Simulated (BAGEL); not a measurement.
**C3H9Ga (trimethylgallium (TMGa)), step by step**

Aim: the energy (HF/def2-SVP), then the energy (NEVPT2(2,2)/def2-SVP) of C3H9Ga (trimethylgallium (TMGa)). 

The calculation is run with BAGEL 1.2.2.

1 further run of the same task is left out (set aside as unsound or not needed).

### 1 The system as given

The species is C3H9Ga (13 atoms), meant as a singlet with charge 0. As SMILES, `C[Ga](C)C`. One bond was lengthened or shortened from a relaxed shape.

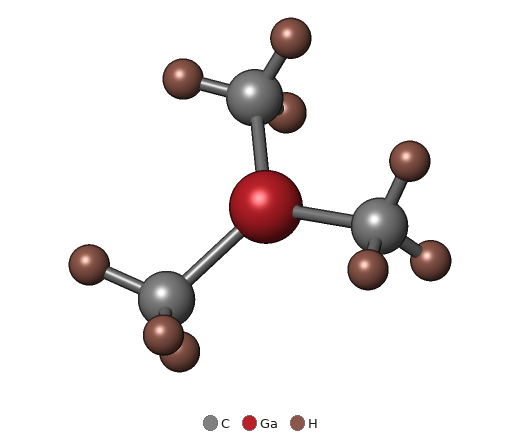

The structure, seen from a chosen angle (carbon grey, gallium red, hydrogen brown).

### 2 The energy at HF/def2-SVP (density fitting with svp-jkfit) (run 1)

Input file hf.json:

```json
{ "bagel": [

{
  "title": "molecule",
  "basis": "svp",
  "df_basis": "svp-jkfit",
  "geometry": [
    { "atom": "C", "xyz": [    -0.89406533,     3.39756884,    -1.93227709 ] },
    { "atom": "Ga", "xyz": [    -0.10499129,     0.22668399,    -0.12437610 ] },
    { "atom": "C", "xyz": [     2.49026408,     0.22324469,     2.56073575 ] },
    { "atom": "C", "xyz": [    -2.02449950,    -2.88550597,    -0.87985081 ] },
    { "atom": "H", "xyz": [     0.77378805,     4.59338753,    -2.15061604 ] },
    { "atom": "H", "xyz": [    -2.27789288,     4.48011734,    -0.83736977 ] },
    { "atom": "H", "xyz": [    -1.71751349,     3.05137101,    -3.79191877 ] },
    { "atom": "H", "xyz": [     4.00743070,     1.56566833,     2.16686013 ] },
    { "atom": "H", "xyz": [     3.31012176,    -1.64779205,     2.84963708 ] },
    { "atom": "H", "xyz": [     1.62046094,     0.79692774,     4.34962608 ] },
    { "atom": "H", "xyz": [    -2.65349484,    -2.94837716,    -2.84416443 ] },
    { "atom": "H", "xyz": [    -3.72045311,    -2.94367174,     0.30608461 ] },
    { "atom": "H", "xyz": [    -0.77093267,    -4.84429402,    -0.40908791 ] }
  ]
},

{ "title": "hf" },

{ "title": "print", "file": "orbitals.molden", "orbitals": "true" }

]}
```

Command:

```sh
$ BAGEL_NUM_THREADS=1 BAGEL hf.json > hf.out
```

What it wrote:

```text
* using 1 threads per process

  ===============================================================
  ===============================================================

  *** Geometry ***

  { "atom" : "C", "xyz" : [     -0.894065,      3.397569,     -1.932277 ] },
  { "atom" : "Ga", "xyz" : [     -0.104991,      0.226684,     -0.124376 ] },
  { "atom" : "C", "xyz" : [      2.490264,      0.223245,      2.560736 ] },
  { "atom" : "C", "xyz" : [     -2.024500,     -2.885506,     -0.879851 ] },
  { "atom" : "H", "xyz" : [      0.773788,      4.593388,     -2.150616 ] },
  { "atom" : "H", "xyz" : [     -2.277893,      4.480117,     -0.837370 ] },
  { "atom" : "H", "xyz" : [     -1.717513,      3.051371,     -3.791919 ] },
  { "atom" : "H", "xyz" : [      4.007431,      1.565668,      2.166860 ] },
  { "atom" : "H", "xyz" : [      3.310122,     -1.647792,      2.849637 ] },
  { "atom" : "H", "xyz" : [      1.620461,      0.796928,      4.349626 ] },
  { "atom" : "H", "xyz" : [     -2.653495,     -2.948377,     -2.844164 ] },
  { "atom" : "H", "xyz" : [     -3.720453,     -2.943672,      0.306085 ] },
  { "atom" : "H", "xyz" : [     -0.770933,     -4.844294,     -0.409088 ] },

  Number of auxiliary basis functions:      653

  Since a DF basis is specified, we compute 2- and 3-index integrals:
    o Being stored without compression. Storage requirement is 0.074 GB

  Number of basis functions:      119
  Number of electrons      :       58

    * METHOD: MOLECULE                             0.58

  *** RHF ***

  === Nuclear Repulsion ===
   269.6153204493

      * DIIS with orbital gradients will be used.

  === RHF iteration (svp) ===
      0      -2041.54531897          0.01384902           0.24
      1      -2041.71283973          0.00610286           0.23
      2      -2041.74457697          0.00109587           0.22
      3      -2041.74611227          0.00044024           0.23
      4      -2041.74626318          0.00005118           0.22
      5      -2041.74626872          0.00001243           0.22
      6      -2041.74626896          0.00000330           0.22
      7      -2041.74626898          0.00000113           0.21
      8      -2041.74626898          0.00000032           0.22
      9      -2041.74626898          0.00000011           0.23
     10      -2041.74626898          0.00000005           0.22
     11      -2041.74626898          0.00000002           0.22
     12      -2041.74626898          0.00000000           0.22
    * SCF iteration converged.

    * Permanent dipole moment:
           (    0.035311,    -0.068706,     0.001049) a.u.

    * METHOD: HF                                   3.37

    * METHOD: PRINT                                0.04

  ===============================================================
```

Wall time 4.2 s (1 thread of Arm Neoverse V1, shared host); peak memory 0.24 GiB.

### 3 A single-point energy at NEVPT2(2,2)/def2-SVP (density fitting with svp-jkfit) (run 2)

Input file input.json:

```json
{ "bagel": [

{
  "title": "molecule",
  "basis": "svp",
  "df_basis": "svp-jkfit",
  "angstrom": false,
  "geometry": [
    { "atom": "C", "xyz": [    -0.89406533,     3.39756884,    -1.93227709 ] },
    { "atom": "Ga", "xyz": [    -0.10499129,     0.22668399,    -0.12437610 ] },
    { "atom": "C", "xyz": [     2.49026408,     0.22324469,     2.56073575 ] },
    { "atom": "C", "xyz": [    -2.02449950,    -2.88550597,    -0.87985081 ] },
    { "atom": "H", "xyz": [     0.77378805,     4.59338753,    -2.15061604 ] },
    { "atom": "H", "xyz": [    -2.27789288,     4.48011734,    -0.83736977 ] },
    { "atom": "H", "xyz": [    -1.71751349,     3.05137101,    -3.79191877 ] },
    { "atom": "H", "xyz": [     4.00743070,     1.56566833,     2.16686013 ] },
    { "atom": "H", "xyz": [     3.31012176,    -1.64779205,     2.84963708 ] },
    { "atom": "H", "xyz": [     1.62046094,     0.79692774,     4.34962608 ] },
    { "atom": "H", "xyz": [    -2.65349484,    -2.94837716,    -2.84416443 ] },
    { "atom": "H", "xyz": [    -3.72045311,    -2.94367174,     0.30608461 ] },
    { "atom": "H", "xyz": [    -0.77093267,    -4.84429402,    -0.40908791 ] }
  ]
},

{
  "title": "hf"
},

{
  "title": "nevpt2",
  "nstate": 1,
  "nact": 2,
  "nclosed": 28,
  "active": [27, 35],
  "maxiter": 200,
  "natocc": true,
  "ncore": 12
},

{
  "title": "print",
  "file": "orbitals.molden",
  "orbitals": true
}

]}
```

Command:

```sh
$ BAGEL_NUM_THREADS=1 BAGEL input.json > input.out
```

What it wrote:

```text
* using 1 threads per process

  ===============================================================
  ===============================================================

  *** Geometry ***

  { "atom" : "C", "xyz" : [     -0.894065,      3.397569,     -1.932277 ] },
  { "atom" : "Ga", "xyz" : [     -0.104991,      0.226684,     -0.124376 ] },
  { "atom" : "C", "xyz" : [      2.490264,      0.223245,      2.560736 ] },
  { "atom" : "C", "xyz" : [     -2.024500,     -2.885506,     -0.879851 ] },
  { "atom" : "H", "xyz" : [      0.773788,      4.593388,     -2.150616 ] },
  { "atom" : "H", "xyz" : [     -2.277893,      4.480117,     -0.837370 ] },
  { "atom" : "H", "xyz" : [     -1.717513,      3.051371,     -3.791919 ] },
  { "atom" : "H", "xyz" : [      4.007431,      1.565668,      2.166860 ] },
  { "atom" : "H", "xyz" : [      3.310122,     -1.647792,      2.849637 ] },
  { "atom" : "H", "xyz" : [      1.620461,      0.796928,      4.349626 ] },
  { "atom" : "H", "xyz" : [     -2.653495,     -2.948377,     -2.844164 ] },
  { "atom" : "H", "xyz" : [     -3.720453,     -2.943672,      0.306085 ] },
  { "atom" : "H", "xyz" : [     -0.770933,     -4.844294,     -0.409088 ] },

  Number of auxiliary basis functions:      653

  Since a DF basis is specified, we compute 2- and 3-index integrals:
    o Being stored without compression. Storage requirement is 0.074 GB

  Number of basis functions:      119
  Number of electrons      :       58

    * METHOD: MOLECULE                             0.58

  *** RHF ***

  === Nuclear Repulsion ===
   269.6153204493

      * DIIS with orbital gradients will be used.

  === RHF iteration (svp) ===
      0      -2041.54531897          0.01384902           0.23
      1      -2041.71283973          0.00610286           0.22
      2      -2041.74457697          0.00109587           0.21
      3      -2041.74611227          0.00044024           0.22
      4      -2041.74626318          0.00005118           0.22
      5      -2041.74626872          0.00001243           0.22
      6      -2041.74626896          0.00000330           0.22
      7      -2041.74626898          0.00000113           0.22
      8      -2041.74626898          0.00000032           0.22
      9      -2041.74626898          0.00000011           0.22
     10      -2041.74626898          0.00000005           0.21
     11      -2041.74626898          0.00000002           0.22
     12      -2041.74626898          0.00000000           0.22
    * SCF iteration converged.

    * Permanent dipole moment:
           (    0.035311,    -0.068706,     0.001049) a.u.

    * METHOD: HF                                   3.35

    * freezing 12 orbitals
  ---------------------------
      CASSCF calculation
  ---------------------------

    ==== Active orbitals : =====
         Orbital 27
         Orbital 35
    ============================

    * nstate   :      1
    * nclosed  :     28
    * nact     :      2
    * nvirt    :     89
  === CASSCF iteration (svp) ===

    * Using the second-order algorithm

      0  0     -2041.74661756     6.58e-05      0.05

      1  0     -2041.75741252     7.93e-04      1.11

      2  0     -2041.76348274     5.69e-04      1.20

      3  0     -2041.76570147     1.14e-04      1.23

      4  0     -2041.76577016     2.46e-05      1.21

      5  0     -2041.76577154     3.57e-06      1.23

      6  0     -2041.76577156     4.70e-07      1.21

      7  0     -2041.76577156     6.23e-08      1.25

      8  0     -2041.76577156     8.70e-09      1.08

    * Second-order optimization converged. *

     guess   0:   closed 1.                   open ..

  === FCI iteration ===

      0  0     -2041.74592354     8.20e-02      0.00
      1  0     -2041.76577118     2.82e-04      0.00
      2  0 *   -2041.76577156     6.40e-16      0.00

     * ci vector, state   0, <S^2> = 0.0000
       2.     0.9927605064
       .2    -0.1201106860

  === DF-NEVPT2 calculation ===

    * 3-index integral transformation done
    * assembly done

      NEVPT2 correlation energy:   -0.6410709052      0.60

          (+0)     -0.5876533357
          (+0)'    -0.0159385559
          (+1)     -0.0041890191
          (+1)'    -0.0000000000
          (+2)     -0.0002415213
          (-1)     -0.0246015834
          (-1)'     0.0000000000
          (-2)     -0.0084468898

      NEVPT2 total energy:       -2042.4068424692

    * METHOD: NEVPT2                              11.09

    * METHOD: PRINT                                0.04

  ===============================================================
```

Wall time 15 s (1 thread of Arm Neoverse V1, shared host); peak memory 0.24 GiB.

### 4 Summary of results

| quantity | value |
| --- | --- |
| run 1, HF/def2-SVP: total energy | -2041.74627 Eh |
| run 1, HF/def2-SVP: dipole moment | 0.20 D |
| run 1, HF/def2-SVP: HOMO energy | -10.34 eV |
| run 1, HF/def2-SVP: LUMO energy | 2.37 eV |
| run 1, HF/def2-SVP: HOMO–LUMO gap | 12.71 eV |
| run 2, NEVPT2(2,2)/def2-SVP: total energy | -2042.40684 Eh |
